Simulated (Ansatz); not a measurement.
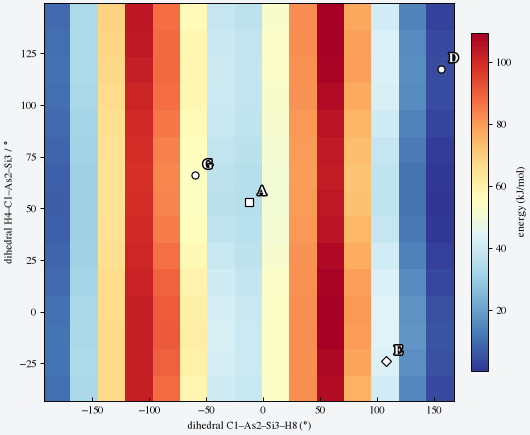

CH₆AsSi, SMILES C[AsH][SiH2+], charge +1. First axis: dihedral C1–As2–Si3–H8. Second axis: dihedral H4–C1–As2–Si3. Nothing is relaxed (all other coordinates rigid). The grid has 15 × 15 points. Energies: kJ/mol, counted from the relaxed molecule at the same level. All numbers below come from Ansatz, RKS PBE-D4/def2-SVP.

In the figure: one coloured cell a grid point, lettered points.

### Is D the lowest point of the computed grid?

No. D lies 4.2 kJ/mol above the lowest grid point, which is at dihedral C1–As2–Si3–H8 = 156°, dihedral H4–C1–As2–Si3 = 53.0°.

### What kind of point is each of A, D, E, G: minimum, saddle, maximum or slope?

A: minimum; D: saddle point; E: on a slope; G: on a slope. (In these two coordinates alone; a stationary point may lie a little off the grid point.)

### Rank the lettered points by energy, lowest first.

D (4.3 kJ/mol), A (35 kJ/mol), E (43 kJ/mol), G (54 kJ/mol).
